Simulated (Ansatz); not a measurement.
ClF₂HSi

The calculation's input:

```
crystal:
  periodic: [false, false, false]
  atoms:
    - {symbol: Si, position_ang: [0.037084, 0.086768, 0.028420]}
    - {symbol: Cl, position_ang: [-0.143283, -1.582820, -1.090762]}
    - {symbol: H, position_ang: [1.119164, 0.945850, -0.457724]}
    - {symbol: F, position_ang: [-1.327452, 0.876502, -0.004745]}
    - {symbol: F, position_ang: [0.314587, -0.326199, 1.524811]}
basis:
  gaussian: {orbitals: def2-TZVPP}
hamiltonian: {xc: pbe0, dispersion: d4}
output: {orbitals: {seedname: orbitals}}
```

Run with:

```sh
ansatz run in.yaml --threads 2 --pin off --events-out ev --progress --plain --max-ram 4352MiB
```

The reactant side of a reaction path; geometry: PBE0-D4/def2-TZVP.

Theory: RKS PBE0-D4/def2-TZVPP (Ansatz 0.2.0).

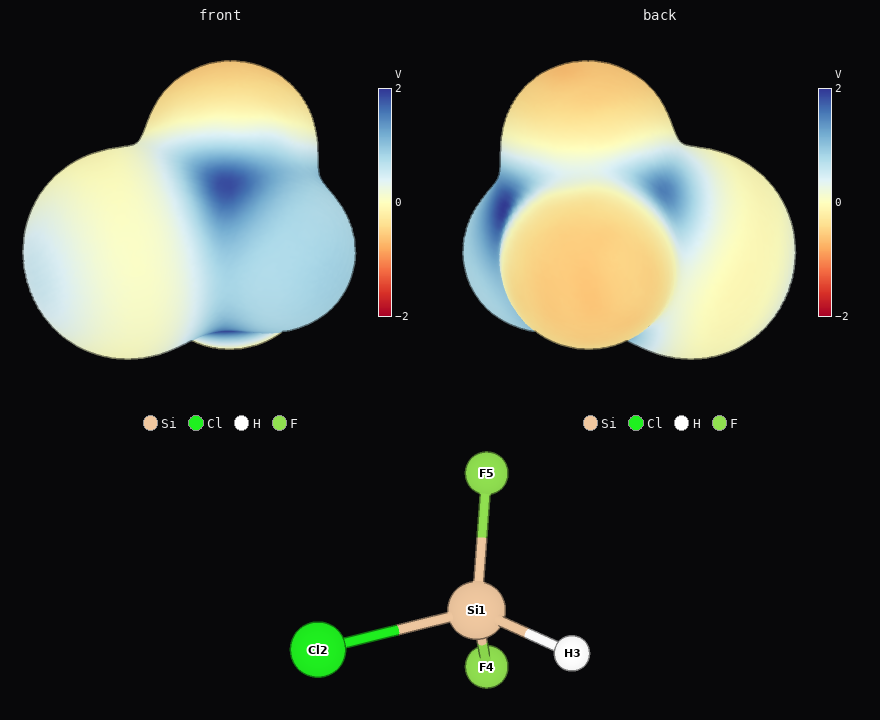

Figure 1. The molecular electrostatic potential painted on the density surface at 0.002 e/bohr³, seen from the front and from behind; red is negative and blue positive. The bare structure is drawn below in the same view.

### Describe the electrostatic potential map.

The most negative region (about −0.6 V) lies over F4 and F5, the most positive (about +1.8 V) over Si1. Cl2 shows a σ-hole: about +0.5 V at the tip opposite its bond, against about 0.0 V on its flanks.

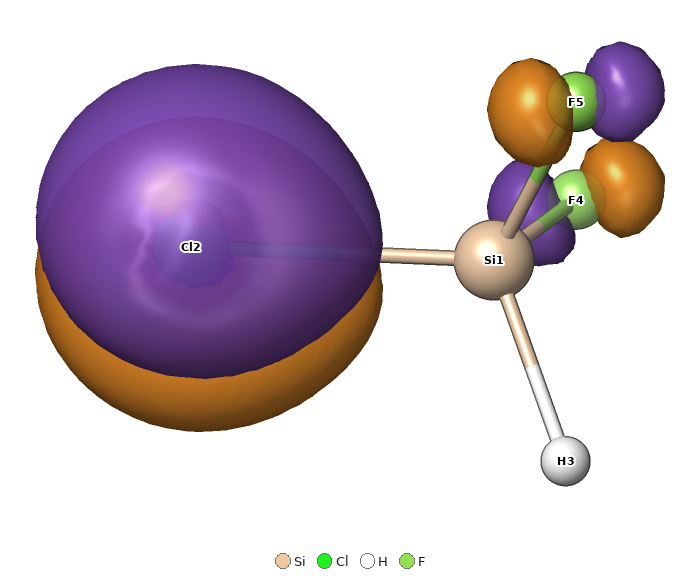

Figure 2. The HOMO−1 at ±0.15 Å⁻³ᐟ² (orange and purple are the two phases), seen from one side.

### Describe this orbital and give its energy.

Its weight (Hirshfeld) is mainly on Cl2 (about 85 %); largely a lone pair of Cl2. Its energy is −10.12 eV.

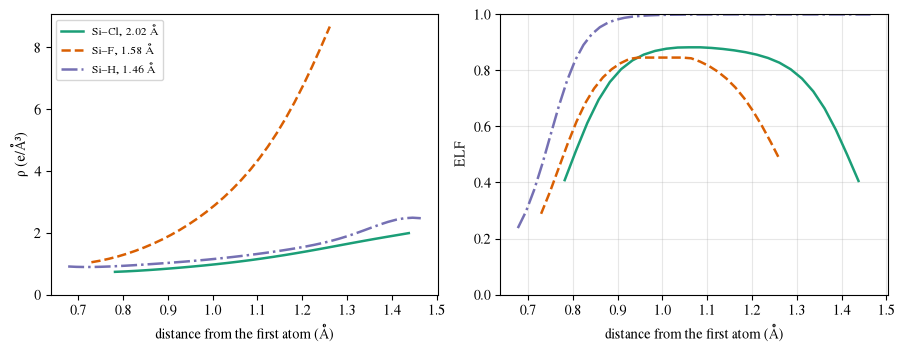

Figure 3. Electron density and electron localisation function along straight lines between neighbouring atoms. The curves leave out the atomic cores.

### Compare the contacts.

Si–Cl (2.02 Å): ρ is about 0.99 e/Å³ halfway; the ELF peaks at about 0.90 between the atoms, as expected for a polar covalent bond.
Si–F (1.58 Å): the density is about 1.2 e/Å³ at the midpoint; the ELF peaks at about 0.85 in the valence shell of F, 0.6 Å from its nucleus, and is about 0.55 at the midpoint.
Si–H (1.46 Å): the density is about 0.89 e/Å³ at the midpoint; the ELF climbs to about 1 towards the hydrogen, as it does in any bond to H.

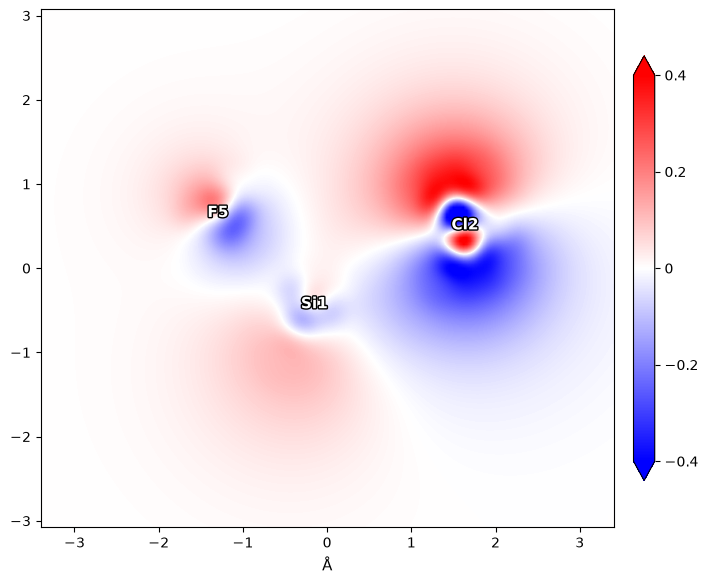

Figure 4. The HOMO on the plane of atoms Cl2, Si1 and F5 (values in Å⁻³ᐟ²; the overall sign is arbitrary).

### Describe this orbital and give its energy.

Its weight (Hirshfeld) is mainly on Cl2 (about 80 %), Si1 (about 10 %) and H3 (about 10 %); largely a lone pair of Cl2. Its energy is −10.01 eV.
